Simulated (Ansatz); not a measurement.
## Electronic structure of C2H3FSi in real space

Input

```
crystal:
  periodic: [false, false, false]
  atoms:
    - {symbol: F, position_ang: [-0.096846, -2.279427, 0.145390]}
    - {symbol: C, position_ang: [-0.051266, -0.961050, 0.099480]}
    - {symbol: C, position_ang: [-0.342969, 0.017228, 0.940980]}
    - {symbol: Si, position_ang: [0.269184, 0.630079, -0.669871]}
    - {symbol: H, position_ang: [-0.715079, 0.139473, 1.948955]}
    - {symbol: H, position_ang: [-0.644437, 1.217580, -1.680502]}
    - {symbol: H, position_ang: [1.642514, 1.168118, -0.830234]}
basis:
  gaussian: {orbitals: def2-TZVPP}
hamiltonian: {xc: pbe0, dispersion: d4}
output: {orbitals: {seedname: orbitals}}
```

Command:

```sh
ansatz run in.yaml --threads 2 --pin off --events-out ev --progress --plain --max-ram 4352MiB
```

Geometry: PBE0-D4/def2-TZVP.

The calculation used RKS PBE0-D4/def2-TZVPP (Ansatz 0.2.0).

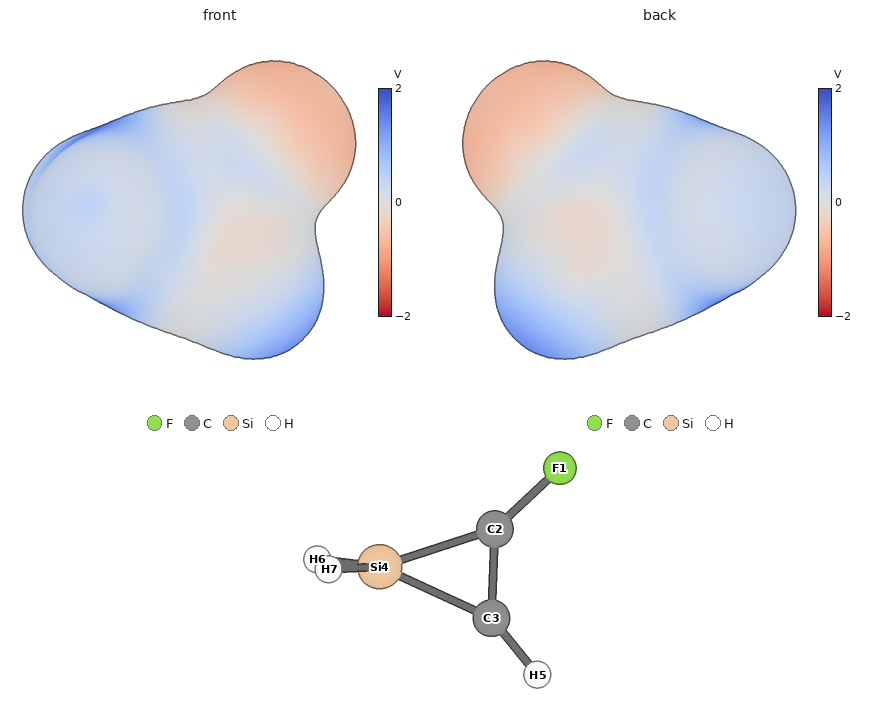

Figure 1. The electrostatic potential painted on the density surface at 0.002 e/bohr³, seen from the front and from behind; the colour scale runs from red (negative) to blue (positive). The bare structure is drawn below in the same view.

Q: Which sites attract a positive test charge, and which a negative one?

A: A positive charge is drawn to the negative regions and a negative charge to the positive ones. The most negative region (about −0.7 V) lies over F1, the most positive (about +1.5 V) over Si4.

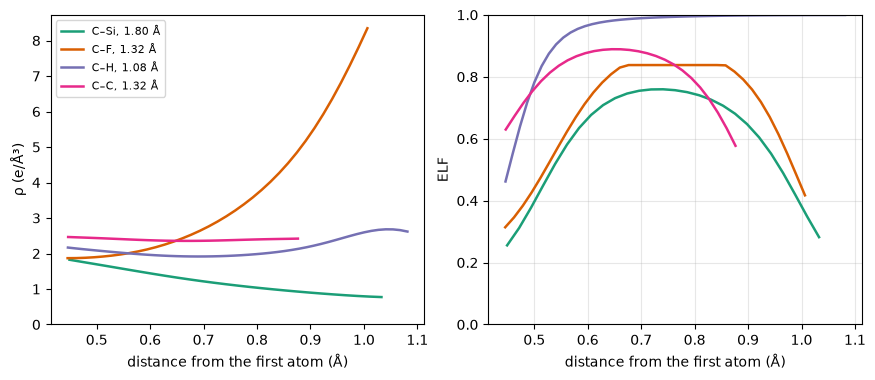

Figure 2. Total electron density and electron localisation function along straight lines between neighbouring atoms. The curves leave out the atomic cores.

Q: What can be read from the curves?

A: C–Si (1.80 Å): the density is about 0.9 e/Å³ at the midpoint; the ELF peaks at about 0.75 between the atoms; a covalent bond.
C–F (1.32 Å): the density is about 2.4 e/Å³ at the midpoint; the ELF peaks at about 0.85 between the atoms; a polar covalent bond.
C–H (1.08 Å): ρ is about 2 e/Å³ halfway; the ELF climbs to about 1 towards the hydrogen, as it does in any bond to H: an ordinary covalent bond to hydrogen.
C–C (1.32 Å): ρ at the midpoint is about 2.4 e/Å³; the ELF peaks at about 0.90 between the atoms; a short, multiple covalent bond.

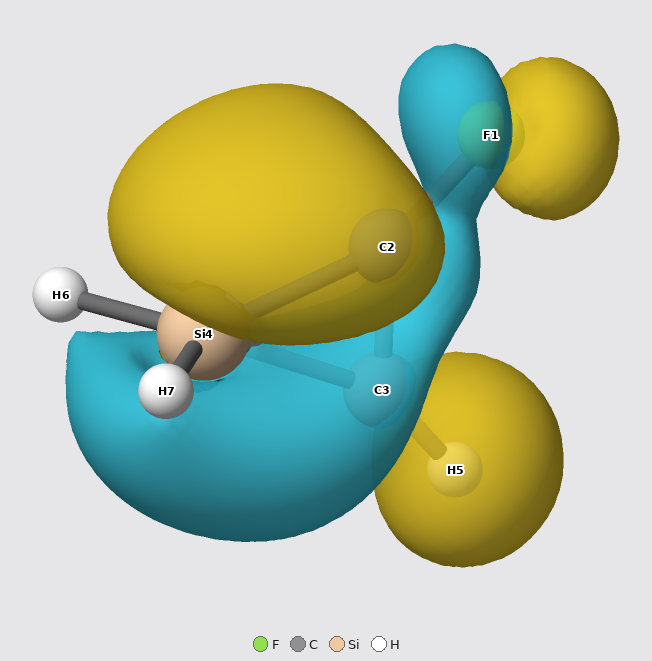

Figure 3. The HOMO−1 at ±0.08 Å⁻³ᐟ² (yellow and cyan are the two phases), seen at a tilt.

Q: Describe this orbital and give its energy.

A: It lies mainly on Si4 (about 30 %), C2 (about 30 %), C3 (about 20 %), F1 (about 10 %) and H5 (about 5 %). Its energy is −8.19 eV.
